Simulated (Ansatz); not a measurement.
# Chromium, simple cubic: r²SCAN0 after r²SCAN

Aim: see what exact exchange does to the levels and moments, and what it costs. The geometry was relaxed under r²SCAN beforehand and is kept. Exact exchange is dear, so the k-mesh is coarse, and r²SCAN is run on the same mesh for comparison.

Method: DFT, plane waves (500 eV) with PBE-made PAW files, scalar-relativistic; functionals as named at each step, in Ansatz 0.2.0.

### Step 1. The system as given

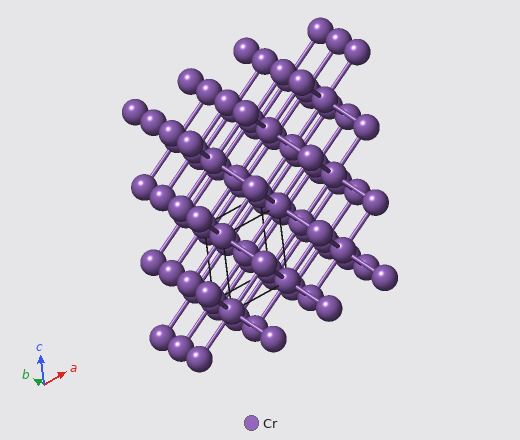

Start, viewed slightly off an axis; chromium purple. 2×2×2 cells are drawn. Any atoms on the faces are drawn again on the opposite ones, and bonded neighbours outside are added.

Structure file:

```cif
data_structure
_symmetry_space_group_name_H-M 'Pm-3m'
_symmetry_Int_Tables_number 221
_cell_length_a 2.5230
_cell_length_b 2.5230
_cell_length_c 2.5230
_cell_angle_alpha 90.000
_cell_angle_beta 90.000
_cell_angle_gamma 90.000
_cell_volume 16.06
loop_
_atom_site_label
_atom_site_type_symbol
_atom_site_symmetry_multiplicity
_atom_site_Wyckoff_symbol
_atom_site_fract_x
_atom_site_fract_y
_atom_site_fract_z
_atom_site_occupancy
Cr1 Cr 1 a 0.00000 0.00000 0.00000 1
```

Starting moments (μB): +3.17, -3.17.

### Step 2. r²SCAN on the coarse mesh

The run with r²SCAN.

The input, input.yaml:

```yaml
crystal:
  lattice:
    - [0.0, 2.5230106113, 2.5230106113]
    - [2.5230106113, 0.0, 2.5230106113]
    - [2.5230106113, 2.5230106113, 0.0]
  atoms:
    - { symbol: Cr, position: [1.0, 0.0, 0.0], spin: 3.171 }
    - { symbol: Cr, position: [0.5, 0.5, 0.5], spin: -3.171 }
hamiltonian:
  xc: r2scan
  pseudopotentials:
    kind: paw
    azcp:
      Cr: "pseudopotentials/Cr.paw.azcp"
basis:
  ecutwfc: 500
  fft_grid_basis: typed
kpoints:
  mp_grid: { grid: [6, 6, 6], shift: [0, 0, 0] }
magnetization:
  spin_polarized: true
scf:
  occupations: { method: fermi_dirac, width: 0.1 }
```

The run is started by

```sh
$ ansatz run input.yaml --threads 4 --pin off --max-ram 8192MiB --backend cpu --events-out ev --progress --plain --runs-dir out
```

The log of the run (excerpt; [...] marks lines left out):

```text
Warning: RAYON_NUM_THREADS=4 ignored (pool sized by the plan → 4); use --threads N
[...]
Pseudopotentials: kind: paw
Pseudopotential: Cr, paw, valence charge 14, recommended cutoff 500 eV (meta_gga), <dir>
Functional definition: r2SCAN
[...]
Crystal: 2 atoms, lattice volume = 32.121 Å³
Basis set: ecut = 500 eV, 869 PW (Γ), exchange–correlation on 108×108×108 points (64 copies of the dense FFT grid, shifted against one another)
Bands: 22, of which v1, the nominal top of the filled ones, is band 14 counted from 1 (13 counted from 0)
Symmetry: 48 space group operations
Space group: Fm-3m (ITA 225), of the structure as read, at distance tolerance 3.2e-5 Å
Magnetic group: BNS 225.121 (UNI 1623), of the structure as read, at distance tolerance 3.2e-5 Å
k-points: 16 of 216
[...]
Starting moments: Σ|m| = 6.342 μB on 2 of 2 sites
Starting magnetic order: antiferromagnet; a translation exchanges its spin sublattices: spin-degenerate at every k-point
[...]
the translation (0.5, 0.5, 0.5) carries every atom to within crystal.symmetry.tolerance of an atom of its element with the starting moment reversed, but both spin channels are solved: the dense FFT box has an odd point count along it
SCF iter   1: F=—  HF=-6764.527988 eV  |F-HF|=—  |Δ(HF+E_count)|=         —  Δρ=6.00e-2 (↑6.00e-2 ↓6.00e-2)  dr2=4.29e0  dr2_τ=1.54e-2  dr2_m=8.55e-3  M=0.000 μB ∫|m|=5.438 μB  β_m=0.30  ethr=3.10e-3  ⟨swp⟩=3.7  Hψ=2543  notcnv=0  defer=2
[...]
SCF iter  12: F=-6763.451638 eV  HF=-6763.451638 eV  |F-HF|=2.68e-10  |Δ(HF+E_count)|=   8.78e-8  Δρ=1.28e-6 (↑1.28e-6 ↓8.69e-7)  dr2=1.09e-9  dr2_τ=2.53e-11  dr2_m=1.04e-10  M=0.000 μB ∫|m|=6.824 μB  ethr=3.20e-11  ⟨swp⟩=1.0  Hψ=2002  notcnv=0
[...]
this state was not tested for a lower state beside it, because the mixer in use, unlike msr1, does not test its closes by its own steps (another_mixer; see scf.mixing.algorithm and scf.lower_state_search)
SCF converged after 12 iterations
Magnetization: 0.0000 μB (14.0000 up, 14.0000 down)
Absolute magnetization: 6.8244 μB (∫|ρ↑−ρ↓|, with the PAW one-centre terms)
Spin contamination: 3.1629 ħ² per cell (⟨S²⟩ above its minimum at these occupations)
Per-site moments (μB) at R_I (Å): [(3.1715964290778857, 1.0407418771612502), (-3.171594809241999, 1.0407418771612502)]
Free energy (F): -6763.451638 eV
[...]
E sigma→0 (E₀):  -6763.441590 eV
Entropy (-TS):   -0.020097 eV (-10.048 meV/atom)
Fermi energy:    13.194206 eV
[...]
```

Wall time 1.9 s (4 threads of Arm Neoverse V2, shared host); peak memory 0.38 GiB.

### Step 3. r²SCAN0 on the coarse mesh

The run with r²SCAN0.

Changes to input.yaml since step 2:

```diff
@@ -9,3 +9,3 @@
 hamiltonian:
-  xc: r2scan
+  xc: r2scan0
   pseudopotentials:
```

The run is started by

```sh
$ ansatz run input.yaml --threads 4 --pin off --max-ram 8192MiB --backend cpu --events-out ev --progress --plain --runs-dir out
```

The log of the run (excerpt; [...] marks lines left out):

```text
Warning: RAYON_NUM_THREADS=4 ignored (pool sized by the plan → 4); use --threads N
[...]
Pseudopotentials: kind: paw
Pseudopotential: Cr, paw, valence charge 14, recommended cutoff 500 eV (meta_gga), <dir>
Functional definition: r2SCAN0
[...]
Crystal: 2 atoms, lattice volume = 32.121 Å³
Basis set: ecut = 500 eV, 869 PW (Γ), exchange–correlation on 108×108×108 points (64 copies of the dense FFT grid, shifted against one another)
Bands: 22, of which v1, the nominal top of the filled ones, is band 14 counted from 1 (13 counted from 0)
Symmetry: 48 space group operations
Space group: Fm-3m (ITA 225), of the structure as read, at distance tolerance 3.2e-5 Å
Magnetic group: BNS 225.121 (UNI 1623), of the structure as read, at distance tolerance 3.2e-5 Å
k-points: 16 of 216
[...]
Starting moments: Σ|m| = 6.342 μB on 2 of 2 sites
[...]
hybrid SCF converged: 2 outer / 17 inner (+15 warm-up), last move |dexx| = 2.95e-5 eV, tail = 3.64e-7 eV
Magnetization: 0.0001 μB (14.0000 up, 14.0000 down)
Absolute magnetization: 7.7884 μB (∫|ρ↑−ρ↓|, with the PAW one-centre terms)
Spin contamination: 3.9445 ħ² per cell (⟨S²⟩ above its minimum at these occupations)
Per-site moments (μB) at R_I (Å): [(3.6181555142120465, 1.0407418771612502), (-3.618093913589655, 1.0407418771612502)]
Free energy (F): -6760.352806 eV
Frozen-core exchange: fock
[...]
E sigma→0 (E₀):  -6760.347832 eV
Entropy (-TS):   -0.009947 eV (-4.973 meV/atom)
Fermi energy:    13.322212 eV
[...]
--- Band table (eV; the first three rows and the last of 32) ---
  k-point 0 ↑: bands = ["-66.6495", "-61.1903", "-35.8477", "-35.8477", "-35.8477", "-29.9198", "-29.9198", "-29.9198", "4.8517", "9.4594", "9.4594", "9.6617", "9.6617", "9.6617", "19.1613", "19.1613", "19.1613"]
[...]
  guard bands above this table: 5 of the run's 22 bands. The solve was not asked for them (output.publish_guard_bands: true or output.eigenvalues: true publishes all)
```

It took 14 s on 4 threads of Arm Neoverse V2, shared host; peak memory 1.1 GiB.

### Step 4. The functionals compared

| functional | gap on the mesh | Fermi energy (eV) | magnetic state | SCF cycles | exchange loops | CPU time |
| --- | --- | --- | --- | --- | --- | --- |
| r²SCAN | none (levels filled in part) | 13.194 | antiferromagnetic, up to 3.17 μB per atom | 12 | - | 6.3 s |
| r²SCAN0 | none (levels filled in part) | 13.322 | antiferromagnetic, up to 3.62 μB per atom | 32 | 2 | 51 s |

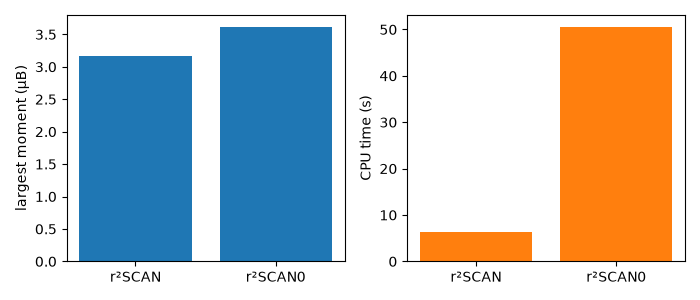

Largest moment and CPU time by functional.

### Step 5. Outcome

| quantity | value |
| --- | --- |
| r²SCAN: gap | none (levels filled in part) |
| r²SCAN: magnetic state | antiferromagnetic, up to 3.17 μB per atom |
| r²SCAN0: gap | none (levels filled in part) |
| r²SCAN0: magnetic state | antiferromagnetic, up to 3.62 μB per atom |
| r²SCAN0: SCF cycles, exchange loops | 32, 2 |
| r²SCAN0: CPU time over that of r²SCAN | 8 |

In words: Both r²SCAN and r²SCAN0 leave levels filled in part. The largest moment goes from 3.17 to 3.62 μB; exact exchange favours larger moments in itinerant magnets. The hybrid took 8 times as much CPU time as r²SCAN on the same settings. r²SCAN0 needed 2 outer loops of the exchange operator. Absolute energies differ from functional to functional, by eV per atom at times, and say nothing by themselves.
